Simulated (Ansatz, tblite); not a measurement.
# The cluster In7As7: one state, many levels

How do method and basis change the picture of the cluster In7As7 (singlet)?

The runs use Ansatz 0.2.0, Gaussian basis; as each input shows.

The runs, in order: GFN1-xTB, GFN2-xTB, PBE-D4/def2-TZVP, r2SCAN-D4/def2-TZVP, HF/def2-TZVP, r2SCAN0-D4/def2-TZVP, r2SCANh-D4/def2-TZVP, PBE-D4/def2-SVP, PBE0-D4/def2-SVP, MP2/def2-SVP, RPA/def2-SVP.

4 further runs of the same task are left out: 4 set aside as unsound or not needed.

**1. The geometry**

The geometry is that of the singlet, from an earlier relaxation (PBE-D4/def2-SVP).

14 atoms, charge 0, spin multiplicity 1.

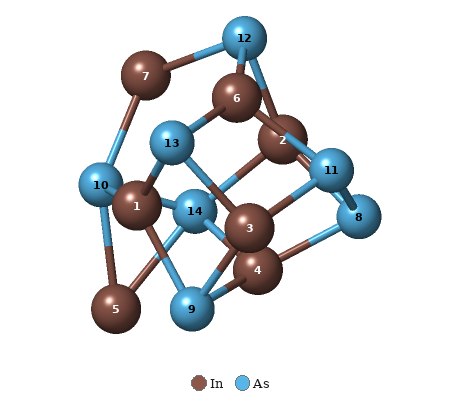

The structure; indium brown, arsenic blue; atoms are numbered from 1 in the order of the file.

In takes a core potential in the def2 sets. No spin-orbit coupling is included.

PBE0-D4/def2-TZVP was run before; its log isn't repeated, and its numbers join the tables.

**2. GFN1-xTB**

Tight binding, by tblite at 300 K electronic temperature and without a spin-polarisation term:

```python
tblite.interface.Calculator('GFN1-xTB', numbers, positions, charge=0, uhf=0).singlepoint()
```

Energy -749.5934 eV, HOMO -7.41 eV, LUMO -6.50 eV; 0.089 s.

**3. GFN2-xTB**

Tight binding, by tblite at 300 K electronic temperature and without a spin-polarisation term:

```python
tblite.interface.Calculator('GFN2-xTB', numbers, positions, charge=0, uhf=0).singlepoint()
```

Energy -688.1543 eV, HOMO -7.77 eV, LUMO -7.00 eV; 0.13 s.

**4. PBE-D4/def2-TZVP**

start.molden holds the orbitals of an earlier run on this state, given as this run's starting guess.

The input, in.yaml:

```yaml
crystal:
  periodic: [false, false, false]
  atoms:
    - {symbol: In, position_ang: [1.514372, -1.589131, 0.116684]}
    - {symbol: In, position_ang: [-1.116364, 2.161830, 0.306360]}
    - {symbol: In, position_ang: [-0.213534, -1.610561, -2.537500]}
    - {symbol: In, position_ang: [-2.030154, -0.996178, 0.262957]}
    - {symbol: In, position_ang: [-0.428214, -2.627983, 3.115974]}
    - {symbol: In, position_ang: [1.245508, 1.330028, -1.742525]}
    - {symbol: In, position_ang: [1.873522, 2.400121, 2.387478]}
    - {symbol: As, position_ang: [-3.171880, 1.050880, -1.061309]}
    - {symbol: As, position_ang: [-0.712770, -3.169077, -0.410565]}
    - {symbol: As, position_ang: [1.582641, -0.534840, 2.521838]}
    - {symbol: As, position_ang: [-1.345540, 0.802114, -2.699738]}
    - {symbol: As, position_ang: [1.139505, 3.425377, -0.257873]}
    - {symbol: As, position_ang: [2.447967, -0.925405, -2.355477]}
    - {symbol: As, position_ang: [-0.785049, 0.282825, 2.353705]}
basis:
  gaussian: {orbitals: def2-TZVP, fitting: {mean_field: def2-universal-jkfit}, initial_orbitals: start.molden}
hamiltonian: {xc: pbe, dispersion: d4}
scf: {omitted_lower_state_checks: [starts]}
output: {forces: true, orbitals: {seedname: orbitals}}
```

The run is started by

```console
> ansatz run in.yaml --threads 2 --pin off --events-out ev --progress --plain --max-ram 32768MiB --backend cuda --devices 0, --max-vram 18GiB
```

After this run come: r2SCAN-D4/def2-TZVP; HF/def2-TZVP; r2SCAN0-D4/def2-TZVP; r2SCANh-D4/def2-TZVP; PBE-D4/def2-SVP; PBE0-D4/def2-SVP; MP2/def2-SVP; RPA/def2-SVP.

Before running them: what should the planned runs give, taken together? Wanted: gap in def2-TZVP, named functionals and Hartree-Fock, smallest and largest; correlation energy, MP2/def2-SVP; binding an atom, functionals in def2-TZVP; PBE0 total energy, smallest basis above largest.

As calculated:

```
                                                                  quantity                                  value
gap in def2-TZVP, named functionals and Hartree-Fock, smallest and largest         0.74 eV (PBE-D4), 5.43 eV (HF)
                                          correlation energy, MP2/def2-SVP                              -61.66 eV
                                 binding an atom, functionals in def2-TZVP  2.33 (r2SCAN0-D4) to 2.56 eV (PBE-D4)
                           PBE0 total energy, smallest basis above largest         53.67 eV (def2-SVP, def2-TZVP)
```

In words: Orbital gaps of the named functionals and Hartree-Fock in def2-TZVP span 0.74 eV (PBE-D4) to 5.43 eV (HF); exact exchange widens it.
